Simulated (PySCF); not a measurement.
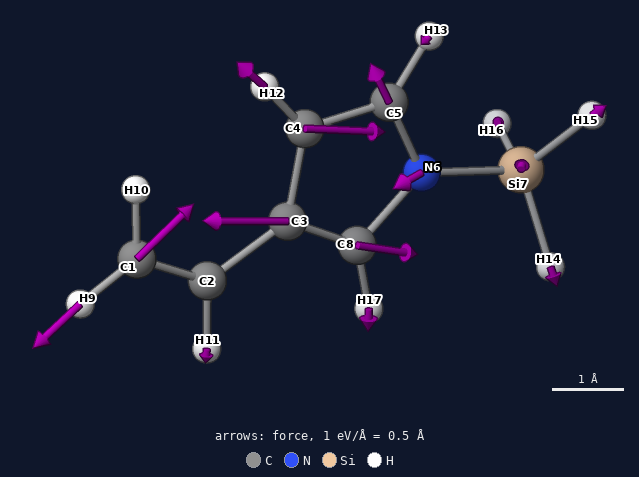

Starting geometry of C₆H₉NSi with the computed forces as purple arrows. The picture is a ball-and-stick view, seen at a tilt.

The start comes from GFN2-xTB. Its atoms were then displaced at random by about 0.01 Å.

Level of theory: PBE0-D3(BJ)/def2-SVP geometry optimisation, gas phase (PySCF 2.14.0, density-fitted response routines). 

Is this structure relaxed? If not, where do the atoms go?

Answer. It isn't relaxed: the largest force vector, on C3, is 2.89 eV/Å. The final displacements follow the starting forces only in part (cosine between the two patterns 0.33). After 7 geometry steps the energy has fallen by 22.4 kJ/mol. H15 moves most after the best rigid fit: 0.12 Å. Largest moves by element: H 0.12 Å, N 0.05 Å, C 0.04 Å, Si 0.04 Å. Near-neighbour distances that change, for instance: C1–H9 1.045 → 1.092 Å, C3–C8 1.338 → 1.383 Å, N6–Si7 1.736 → 1.771 Å, Si7–H14 1.457 → 1.488 Å. Among the angles between lasting bonds that change: C3–C4–C5 104.6° → 107.5°, C3–C4–H12 129.6° → 126.8°, C2–C1–H9 123.8° → 121.2°.
